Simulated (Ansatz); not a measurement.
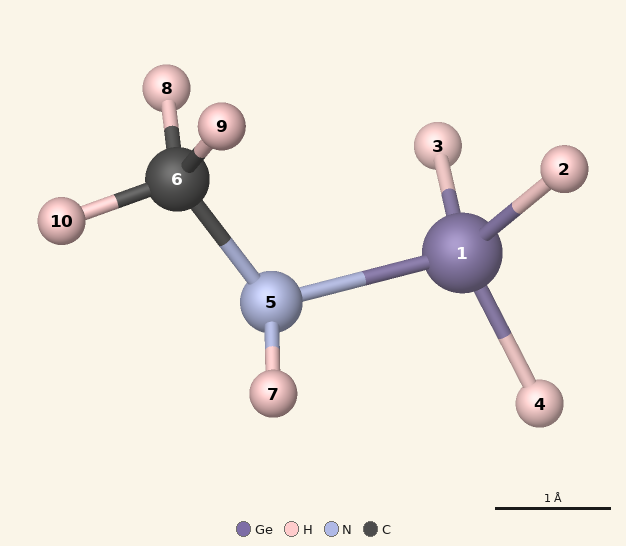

The atoms are numbered. The geometry was computed by an optimisation with PBE0-D4/def2-TZVP.

Q: What is the geometry at Ge1?

A: Ge1 has 4 neighbours (H2 at 1.55, H3 at 1.54, H4 at 1.54, N5 at 1.84 Å); the arrangement is tetrahedral.

Q: What is the geometry at C6?

A: C6 has 4 neighbours (N5 at 1.45, H8 at 1.09, H9 at 1.10, H10 at 1.09 Å); the arrangement is tetrahedral.
